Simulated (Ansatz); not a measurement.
Process, species as SMILES: F (HF) → HF+ (doublet, bonded as F) + e-
B3LYP-D3(BJ)/def2-TZVP geometries, fixed; electronic energies without zero-point terms.

Basis-set convergence of the adiabatic ionisation energy at MP2 with Ansatz (a first-principles code). Cartesian d functions, on some or all atoms, in 6-31+G*; all else is spherical. Cores are frozen. Open shells are unrestricted. No added dispersion term, no relativity. Functions are those of the species that has most. Reference: Hartree-Fock in aug-cc-pV5Z plus the correlation part extrapolated as X^-3 from aug-cc-pVQZ and aug-cc-pV5Z, 16.377 eV, itself unsure by roughly 0.013 eV (a third of the extrapolation step and of the last Hartree-Fock step). Deviations are taken from unrounded values.

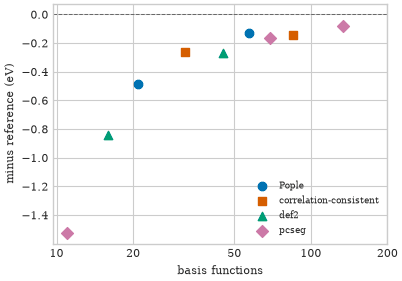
Fig. 1. Deviation from the reference against the number of basis functions, by family of sets.

```tsv
basis	functions	adiabatic ionisation energy (eV)	minus reference (eV)
pcseg-0	11	14.854	-1.523
def2-SV(P)	16	15.534	-0.843
6-31+G*	21	15.891	-0.486
aug-cc-pVDZ	32	16.117	-0.260
def2-TZVPP	45	16.108	-0.269
6-311++G(3df,3pd)	57	16.246	-0.131
aug-pcseg-2	69	16.212	-0.165
cc-pVQZ	85	16.235	-0.142
aug-pcseg-3	134	16.294	-0.083
```
